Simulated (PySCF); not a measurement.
# C2H7Al: the cost of one run

Programs: PySCF 2.14.0, with routines of our own; each step states its level. All values are computed. Atoms count from 0.

## (1) The starting structure

10 atoms, charge 0, multiplicity 1; geometry from: GFN2-xTB.

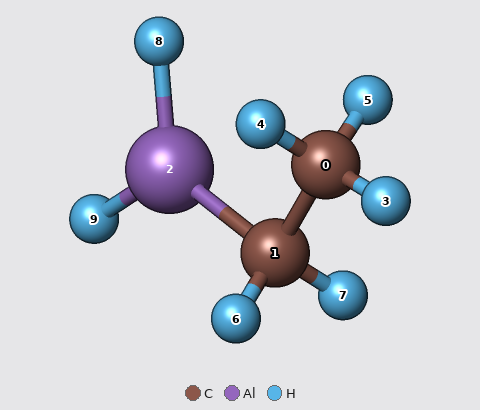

The starting geometry (carbon brown, aluminium purple, hydrogen blue); sticks join atoms by distance alone.

## (2) Magnetic properties: GIAO KT3/pcSseg-1

What the job is given:

```
{"job": {"kind": "mag", "xc": "KT3", "basis": "pcSseg-1", "isotopologues": 4}, "charge": 0, "multiplicity": 1}
C     -1.115527    -0.060625     0.545762
C     -0.254516     0.321875    -0.675611
Al     1.620499    -0.169470    -0.180017
H     -2.170820     0.157821     0.383475
H     -0.784708     0.483764     1.431738
H     -1.014802    -1.125052     0.764977
H     -0.400979     1.389652    -0.895554
H     -0.642235    -0.201388    -1.562331
H      1.877084    -0.827957     1.203106
H      2.894886     0.036033    -1.038073
```

Level: GIAO KT3/pcSseg-1 magnetisability, rotational g tensor and spin-rotation constants, non-relativistic, gas phase.

On the command line:

```sh
$ OMP_NUM_THREADS=1 python excited_run.py task.json out
```

The driver reads the jobs from task.json and runs them one after another.

**Question.** How long does this job take on 1 thread of Arm Neoverse V1, shared host, and how much memory does it need?

About 9.1 s, with a peak of 0.42 GiB.
